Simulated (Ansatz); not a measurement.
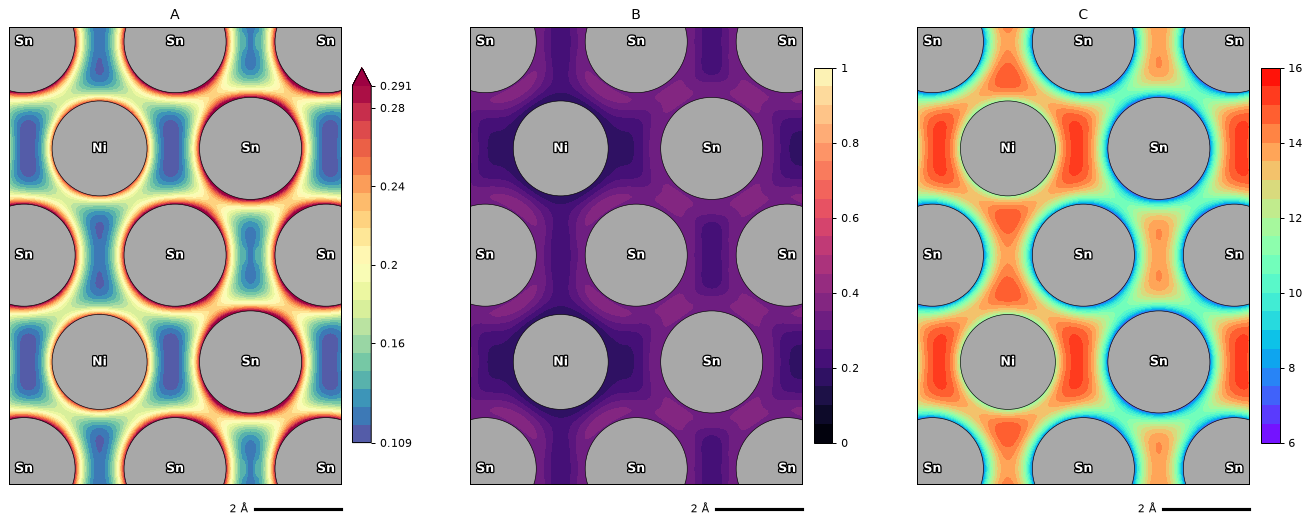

NiSn3: 3 fields on the (110) plane of the conventional cell, with unlabelled colour scales. Grey discs cover the atomic cores.

Space group Fm-3m; started from the BiF3 (D0_3) prototype, which need not be the ambient phase; computed without spin polarisation.

The calculation used DFT PBEsol, scalar-relativistic, plane waves, PAW (Ansatz).

Q: Match the panels to the quantities (electron localisation function, electrostatic potential energy of an electron and valence pseudo-density).

A: Panel A: valence pseudo-density. Panel B: electron localisation function. Panel C: electrostatic potential energy of an electron (low next to the atoms, rising into the space between them). From the grid: Sn–Sn (3.04 Å): the density is about 0.22 e/Å³ at the midpoint; the ELF is about 0.35 at the midpoint. Ni–Sn (3.04 Å): ρ at the midpoint is about 0.18 e/Å³; the ELF is about 0.35 at the midpoint (no shared electron pair shows on this line).
